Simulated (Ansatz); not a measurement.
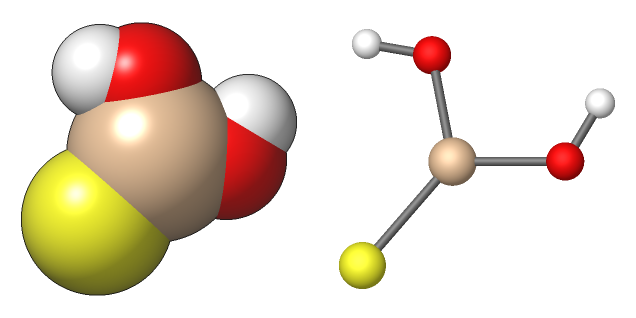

Two views of one molecule. Colours: silicon light orange, sulfur yellow, oxygen red, hydrogen white.

The computed structure is the end point of a PBE0-D4/def2-TZVP optimisation.

What is the molecular formula?

Answer. H2O2SSi, 6 atoms: 2 hydrogen, 2 oxygen, 1 sulfur and 1 silicon.

What is the point group of this geometry?

Answer. Cs.

The parts below concern this one geometry. Atoms keep their numbers from picture to picture.

**Shape**

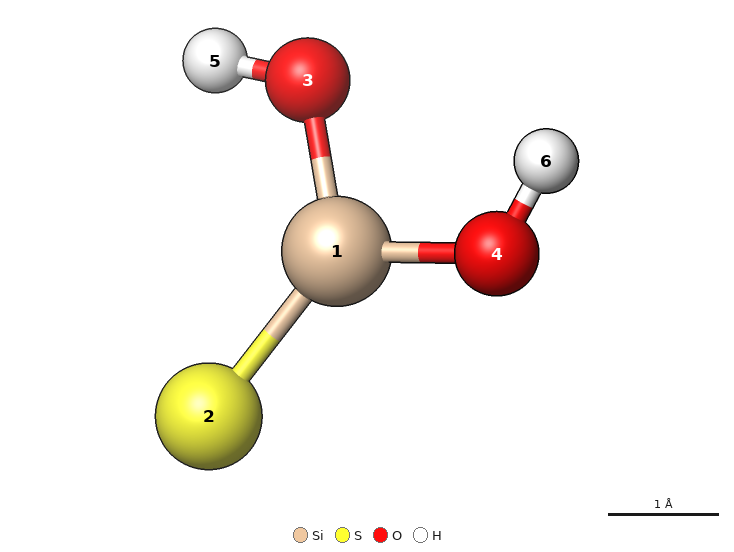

Numbered structure.

Give the bond lengths.

```json
{"bond": "Si1–S2", "length (Å)": "1.930"}
{"bond": "Si1–O3", "length (Å)": "1.626"}
{"bond": "Si1–O4", "length (Å)": "1.614"}
{"bond": "O3–H5", "length (Å)": "0.961"}
{"bond": "O4–H6", "length (Å)": "0.961"}
```

**Thermal motion**

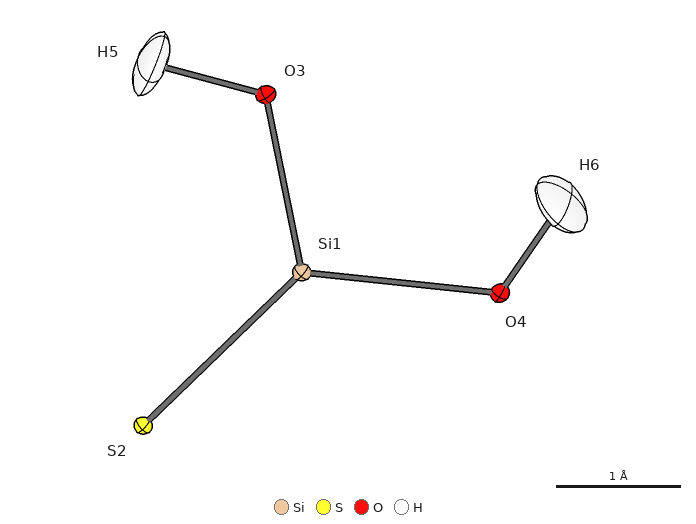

Displacement ellipsoids at the 50 % level, from the internal vibrations of the free molecule (harmonic, no overall translation or rotation; no half-axis is drawn under 0.075 Å). Vibrations computed with RKS PBE0-D4/def2-TZVP (Ansatz 0.2.0). Temperature: 298 K.

Which atom has the largest mean-square displacement?

Answer. H6, with U_eq = 0.0291 Å².

Does H6 move more along its bond or across it?

Answer. Across it: the root-mean-square amplitude is 0.085 Å along the bond and up to 0.230 Å across, since bending and torsion are softer than stretching.

Give the displacement parameters, one line for each set of equivalent atoms.

| atom | U_eq (Å²) | rms amplitudes (Å) |
| --- | --- | --- |
| Si1 | 0.0014 | 0.025, 0.037, 0.046 |
| S2 | 0.00066 | 0.014, 0.028, 0.031 |
| O3 | 0.0018 | 0.029, 0.039, 0.055 |
| O4 | 0.0018 | 0.028, 0.039, 0.055 |
| H5 | 0.0260 | 0.076, 0.175, 0.204 |
| H6 | 0.0291 | 0.081, 0.167, 0.230 |

**Vibrations**

Harmonic vibrations computed with RKS PBE0-D4/def2-TZVP (Ansatz 0.2.0) at a stationary point of the same level.

How many vibrational modes are there, and where do they lie?

Answer. 12 modes: 243, 307, 308, 408, 471, 642, 831, 861, 979, 1030, 3883, 3887 cm⁻¹.

**Dipole moment**

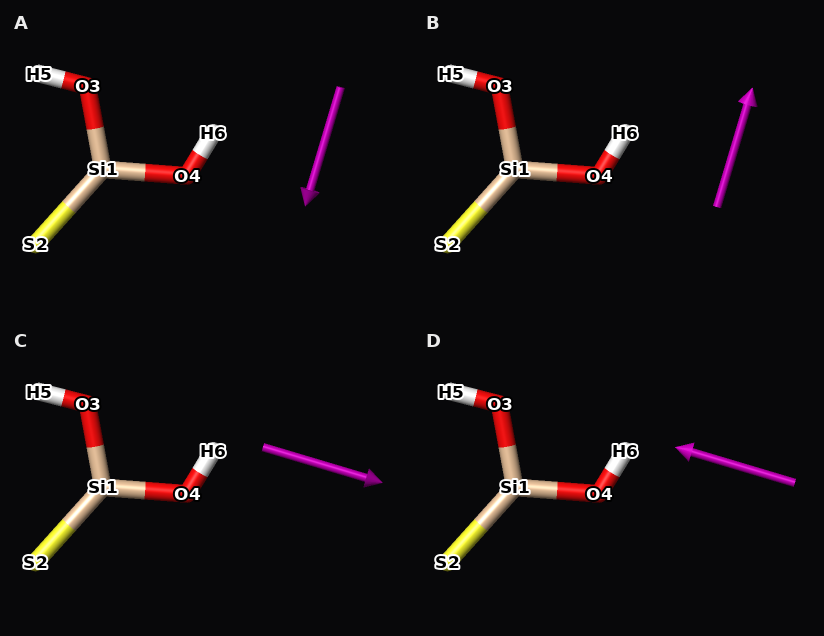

The same molecule four times, each with an arrow. Level of theory: RKS PBE0-D4/def2-TZVP (Ansatz 0.2.0).

Which arrow points along the dipole moment, from the negative to the positive end?

Answer. B. The dipole moment is 3.77 D; it points from the side of S2 to the side of O3, H5 (the outermost atoms at the two ends).
